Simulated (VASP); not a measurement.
## Geometry relaxation, with input and output: W₄C₃ (part 2 of 4)

Continued. System: W₄C₃ (slab, 7 atoms in the cell). Method: Kohn-Sham DFT of a periodic cell, PBE with dDsC, VASP PAW PBE potentials, recommended, no spin polarisation (VASP 6.6.1); cutoff 520 eV, 11×11×1 k-mesh, Gaussian smearing of 0.05 eV. The structure derives from an entry of the Crystallography Open Database. It belongs to a series of runs on one base structure; here: the (0 0 1) slab of WC, cut from the database cell, not relaxed.

Geometry of the input (Å; fractional positions):
```
2.9005  0.0000  0.0000
-1.4503  2.5119  0.0000
0.0000  0.0000  23.4870
W  0.0000  0.0000  0.3193
W  0.0000  0.0000  0.4398
W  0.0000  0.0000  0.5602
W  0.0000  0.0000  0.6807
C  0.6667  0.3333  0.3796
C  0.6667  0.3333  0.5000
C  0.6667  0.3333  0.6204
```

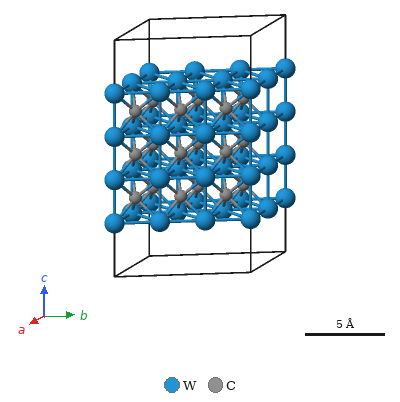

The input geometry (ball-and-stick view of the 2 × 3 repeat of the cell, with the vacuum cut short, seen slightly off an axis).

Parts of OUTCAR, continued:
```
  Length of vectors
     0.036191251  0.036191251  0.042576745

  Shift w.r.t. Gamma in fractional coordinates (k-lattice)
     0.000000000  0.000000000  0.000000000

 Subroutine IBZKPT returns following result:
 ===========================================

 Found     16 irreducible k-points:

 Following reciprocal coordinates:
            Coordinates               Weight
  0.000000  0.000000  0.000000      1.000000
  0.090909  0.000000  0.000000      6.000000
  0.181818  0.000000  0.000000      6.000000
  0.272727  0.000000  0.000000      6.000000
  0.363636  0.000000  0.000000      6.000000
  0.454545  0.000000  0.000000      6.000000
  0.090909  0.090909  0.000000      6.000000
  0.181818  0.090909  0.000000     12.000000
  0.272727  0.090909  0.000000     12.000000
  0.363636  0.090909  0.000000     12.000000
  0.454545  0.090909  0.000000      6.000000
  0.181818  0.181818  0.000000      6.000000
  0.272727  0.181818  0.000000     12.000000
  0.363636  0.181818  0.000000     12.000000
  0.272727  0.272727  0.000000      6.000000
  0.363636  0.272727  0.000000      6.000000
   k-points           NKPTS =     16   k-points in BZ     NKDIM =     16   number of bands    NBANDS=     40
   number of dos      NEDOS =    301   number of ions     NIONS =      7
   total plane-waves  NPLWV = 103680
   dimension x,y,z NGX =    24 NGY =   24 NGZ =  180
   dimension x,y,z NGXF=    48 NGYF=   48 NGZF=  360
   ions per type =               4   3
   NGX,Y,Z   is equivalent  to a cutoff of  13.76, 13.76, 12.74 a.u.
   NGXF,Y,Z  is equivalent  to a cutoff of  27.51, 27.51, 25.48 a.u.
 SYSTEM =  W4C3
   PREC   = accura    normal or accurate (medium, high low for compatibility)
   ISTART =      0    job   : 0-new  1-cont  2-samecut
   ICHARG =      2    charge: 1-file 2-atom 10-const
   ISPIN  =      1    spin polarized calculation?
   LNONCOLLINEAR =      F non collinear calculations
   LSORBIT =      F    spin-orbit coupling
   LASPH  =      T    aspherical Exc in radial PAW
   ENCUT  =  520.0 eV  38.22 Ry    6.18 a.u.   5.39  5.39 43.67*2*pi/ulx,y,z
   NELM   =    100;   NELMIN=  2; NELMDL= -5     # of ELM steps
   EDIFF  = 0.1E-05   stopping-criterion for ELM
   LREAL  =      F    real-space projection
   EDIFFG = -.1E-01   stopping-criterion for IOM
   NSW    =     60    number of steps for IOM
   IBRION =      2    ionic relax: 0-MD 1-quasi-New 2-CG
   NFREE  =      1    steps in history (QN), initial steepest desc. (CG)
   ISIF   =      2    stress and relaxation
   ISYM   =      2    0-nonsym 1-usesym 2-fastsym
   POTIM  = 0.5000    time-step for ionic-motion
   TEBEG  =    0.0;   TEEND  =   0.0 temperature during run
   PSTRESS=    0.0 pullay stress
   NELECT =      68.0000    total number of electrons
   NUPDOWN=      -1.0000    fix difference up-down
   EMIN   =  10.00;   EMAX   =-10.00  energy-range for DOS
   EFERMI =   0.00;   METHOD = LEGACY
   ISMEAR =     0;   SIGMA  =   0.05  broadening in eV -4-tet -1-fermi 0-gaus
   EFERMI_NEDOS =   21; number of points for ismear=-14 and -15
   IALGO  =     38    algorithm
   IMIX   =      4    mixing-type and parameters
     AMIX     =   0.40;   BMIX     =  1.00
     AMIX_MAG =   1.60;   BMIX_MAG =  1.00
  volume/ion in A,a.u.               =      24.45       164.97
  Fermi-wavevector in a.u.,A,eV,Ry     =   1.203584  2.274444 19.709591  1.448614
  Thomas-Fermi vector in A             =   2.339333
   LORBIT       =      0    0 simple, 1 ext, 2 COOP (PROOUT), +10 PAW based schemes
   GGA     = PE    functional components
   LHFCALC =     F    Hartree Fock is set to
   AEXX    =    0.0000 exact exchange contribution
   IVDW    =     4    specifies the selected vdW correction
   LEPSILON=     F    determine dielectric tensor
   LRPA    =     F    only Hartree local field effects (RPA)
 conjugate gradient relaxation of ions
 non-spin polarized calculation
 Gauss-broadening in eV      SIGMA  =   0.05
  energy-cutoff  :      520.00
  volume of cell :      171.12
 maximum number of plane-waves:      4671
 NGX is ok and might be reduce to    24
   NGX = 11   NGY = 11   NGZ = 87

--------------------------------------- Ionic step        1  -------------------------------------------

 number of electron      68.0000000 magnetization

 Free energy of the ion-electron system (eV)
  ---------------------------------------------------
  ext. energy  EPLUGINS =         0.00000000
  ---------------------------------------------------
  free energy    TOTEN  =       -77.23053725 eV

  energy without entropy =      -77.22726993  energy(sigma->0) =      -77.22890359

------------------------ aborting loop because EDIFF is reached ----------------------------------------

  dDsC method for vdW energy calculation

  Number of pair interactions contributing to vdW energy:   84561

  Edisp (eV):   -1.75805

  FORCE on cell =-STRESS in cart. coord.  units (eV):
  Direction    XX          YY          ZZ          XY          YZ          ZX
  --------------------------------------------------------------------------------------
  -------------------------------------------------------------------------------------
  Total      -4.21730    -4.21730    -1.59104     0.00000     0.00000    -0.00000
  in kB     -39.48574   -39.48574   -14.89658     0.00000     0.00000    -0.00000
  external pressure =      -31.29 kB  Pullay stress =        0.00 kB

 VOLUME and BASIS-vectors are now :
 -----------------------------------------------------------------------------
  energy-cutoff  :      520.00
  volume of cell :      171.12
      direct lattice vectors                 reciprocal lattice vectors
     2.900501436  0.000000000  0.000000000     0.344767973  0.199051882  0.000000000
    -1.450250718  2.511907927  0.000000000     0.000000000  0.398103764  0.000000000
     0.000000000  0.000000000 23.487000000     0.000000000  0.000000000  0.042576745

 POSITION                                       TOTAL-FORCE (eV/Angst)
 -----------------------------------------------------------------------------------
      0.00000      0.00000      7.50000         0.000000     -0.000000      0.828103
      0.00000      0.00000     10.32900         0.000000     -0.000000     -0.356865
      0.00000      0.00000     13.15800         0.000000     -0.000000      0.357039
      0.00000      0.00000     15.98700        -0.000000      0.000000     -0.828275
      1.45025      0.83730      8.91450        -0.000000      0.000000     -0.798308
      1.45025      0.83730     11.74350        -0.000000      0.000000      0.000245
      1.45025      0.83730     14.57250        -0.000000     -0.000000      0.798060
 -----------------------------------------------------------------------------------
    total drift:                               -0.000000     -0.000000      0.000277

  FREE ENERGIE OF THE ION-ELECTRON SYSTEM (eV)
  ---------------------------------------------------
  free  energy   TOTEN  =       -78.9885824881 eV

  energy  without entropy=      -78.9853151713  energy(sigma->0) =      -78.98694883

--------------------------------------- Ionic step        2  -------------------------------------------

 number of electron      67.9999999 magnetization

------------------------ aborting loop because EDIFF is reached ----------------------------------------

 vacuum level on the upper side and lower side of the slab       (xc-potential included)         0.001        -0.023

  dDsC method for vdW energy calculation

  Number of pair interactions contributing to vdW energy:   84555

  Edisp (eV):   -1.75663

  FORCE on cell =-STRESS in cart. coord.  units (eV):
  Direction    XX          YY          ZZ          XY          YZ          ZX
  --------------------------------------------------------------------------------------
  -------------------------------------------------------------------------------------
  Total      -3.79235    -3.79235     0.15079     0.00000     0.00000     0.00000
  in kB     -35.50708   -35.50708     1.41183     0.00000     0.00000     0.00000
  external pressure =      -23.20 kB  Pullay stress =        0.00 kB

 VOLUME and BASIS-vectors are now :
 -----------------------------------------------------------------------------
  energy-cutoff  :      520.00
  volume of cell :      171.12
      direct lattice vectors                 reciprocal lattice vectors
     2.900501436  0.000000000  0.000000000     0.344767973  0.199051882  0.000000000
    -1.450250718  2.511907927  0.000000000     0.000000000  0.398103764  0.000000000
     0.000000000  0.000000000 23.487000000     0.000000000  0.000000000  0.042576745

 POSITION                                       TOTAL-FORCE (eV/Angst)
 -----------------------------------------------------------------------------------
      0.00000      0.00000      7.50000        -0.000000      0.000000      0.830088
      0.00000      0.00000     10.32900         0.000000     -0.000000     -0.202085
     -1.45025      2.51191     13.17522         0.000000     -0.000000     -0.391736
     -0.00000      0.00000     15.94704        -0.000000      0.000000      0.603009
      1.45025      0.83730      8.91450         0.000000     -0.000000     -0.793215
      1.45025      0.83730     11.74351        -0.000000      0.000000      0.214461
      1.45025      0.83730     14.61100         0.000000      0.000000     -0.260523
 -----------------------------------------------------------------------------------
    total drift:                                0.000000     -0.000000      0.001071

  FREE ENERGIE OF THE ION-ELECTRON SYSTEM (eV)
  ---------------------------------------------------
  free  energy   TOTEN  =       -78.9997095310 eV

  energy  without entropy=      -78.9966526926  energy(sigma->0) =      -78.99818111

--------------------------------------- Ionic step        3  -------------------------------------------

 number of electron      67.9999999 magnetization

------------------------ aborting loop because EDIFF is reached ----------------------------------------

  dDsC method for vdW energy calculation

  Number of pair interactions contributing to vdW energy:   84555

  Edisp (eV):   -1.75724

  FORCE on cell =-STRESS in cart. coord.  units (eV):
  Direction    XX          YY          ZZ          XY          YZ          ZX
  --------------------------------------------------------------------------------------
  -------------------------------------------------------------------------------------
  Total      -3.99708    -3.99708    -0.62237     0.00000    -0.00000     0.00000
  in kB     -37.42395   -37.42395    -5.82713     0.00000    -0.00000     0.00000
  external pressure =      -26.89 kB  Pullay stress =        0.00 kB

 VOLUME and BASIS-vectors are now :
 -----------------------------------------------------------------------------
  energy-cutoff  :      520.00
  volume of cell :      171.12
      direct lattice vectors                 reciprocal lattice vectors
     2.900501436  0.000000000  0.000000000     0.344767973  0.199051882  0.000000000
    -1.450250718  2.511907927  0.000000000     0.000000000  0.398103764  0.000000000
     0.000000000  0.000000000 23.487000000     0.000000000  0.000000000  0.042576745

 POSITION                                       TOTAL-FORCE (eV/Angst)
 -----------------------------------------------------------------------------------
      0.00000      0.00000      7.50000         0.000000     -0.000000      0.829852
      0.00000      0.00000     10.32900         0.000000     -0.000000     -0.266794
      0.00000      0.00000     13.16810        -0.000000      0.000000     -0.071278
     -0.00000      0.00000     15.96357         0.000000     -0.000000     -0.026831
      1.45025      0.83730      8.91450        -0.000000      0.000000     -0.794870
      1.45025      0.83730     11.74351        -0.000000     -0.000000      0.129231
      1.45025      0.83730     14.59507         0.000000     -0.000000      0.200690
 -----------------------------------------------------------------------------------
    total drift:                               -0.000000     -0.000000      0.000915

  FREE ENERGIE OF THE ION-ELECTRON SYSTEM (eV)
  ---------------------------------------------------
  free  energy   TOTEN  =       -79.0086391090 eV

  energy  without entropy=      -79.0055309369  energy(sigma->0) =      -79.00708502

[... ionic steps 4 to 7 ...]

--------------------------------------- Ionic step        8  -------------------------------------------

 number of electron      67.9999999 magnetization

------------------------ aborting loop because EDIFF is reached ----------------------------------------

  dDsC method for vdW energy calculation

  Number of pair interactions contributing to vdW energy:   84537

  Edisp (eV):   -1.75715

  FORCE on cell =-STRESS in cart. coord.  units (eV):
  Direction    XX          YY          ZZ          XY          YZ          ZX
  --------------------------------------------------------------------------------------
  -------------------------------------------------------------------------------------
  Total      -4.00343    -4.00343    -0.70366     0.00000     0.00000    -0.00000
  in kB     -37.48331   -37.48331    -6.58827     0.00000     0.00000    -0.00000
  external pressure =      -27.18 kB  Pullay stress =        0.00 kB

 VOLUME and BASIS-vectors are now :
 -----------------------------------------------------------------------------
  energy-cutoff  :      520.00
  volume of cell :      171.12
      direct lattice vectors                 reciprocal lattice vectors
     2.900501436  0.000000000  0.000000000     0.344767973  0.199051882  0.000000000
    -1.450250718  2.511907927  0.000000000     0.000000000  0.398103764  0.000000000
     0.000000000  0.000000000 23.487000000     0.000000000  0.000000000  0.042576745

 POSITION                                       TOTAL-FORCE (eV/Angst)
 -----------------------------------------------------------------------------------
      0.00000      0.00000      7.50000         0.000000      0.000000      0.829080
      0.00000      0.00000     10.32900         0.000000      0.000000     -0.205717
     -1.45025      2.51191     13.16836         0.000000      0.000000      0.064686
     -0.00000      0.00000     15.96544        -0.000000      0.000000      0.057140
      1.45025      0.83730      8.91450         0.000000      0.000000     -0.775017
      1.45025      0.83730     11.75077        -0.000000     -0.000000     -0.000595
      1.45025      0.83730     14.60582        -0.000000      0.000000      0.030422
 -----------------------------------------------------------------------------------
    total drift:                               -0.000000     -0.000000     -0.000473

  FREE ENERGIE OF THE ION-ELECTRON SYSTEM (eV)
  ---------------------------------------------------
  free  energy   TOTEN  =       -79.0108679984 eV

  energy  without entropy=      -79.0077710311  energy(sigma->0) =      -79.00931951

--------------------------------------- Ionic step        9  -------------------------------------------

 number of electron      68.0000000 magnetization

------------------------ aborting loop because EDIFF is reached ----------------------------------------

  dDsC method for vdW energy calculation

  Number of pair interactions contributing to vdW energy:   84537

  Edisp (eV):   -1.75714

  FORCE on cell =-STRESS in cart. coord.  units (eV):
  Direction    XX          YY          ZZ          XY          YZ          ZX
  --------------------------------------------------------------------------------------
  -------------------------------------------------------------------------------------
  Total      -4.07931    -4.07931    -1.13760     0.00000     0.00000     0.00000
  in kB     -38.19382   -38.19382   -10.65116     0.00000     0.00000     0.00000
  external pressure =      -29.01 kB  Pullay stress =        0.00 kB

 VOLUME and BASIS-vectors are now :
 -----------------------------------------------------------------------------
  energy-cutoff  :      520.00
  volume of cell :      171.12
      direct lattice vectors                 reciprocal lattice vectors
     2.900501436  0.000000000  0.000000000     0.344767973  0.199051882  0.000000000
    -1.450250718  2.511907927  0.000000000     0.000000000  0.398103764  0.000000000
     0.000000000  0.000000000 23.487000000     0.000000000  0.000000000  0.042576745
```
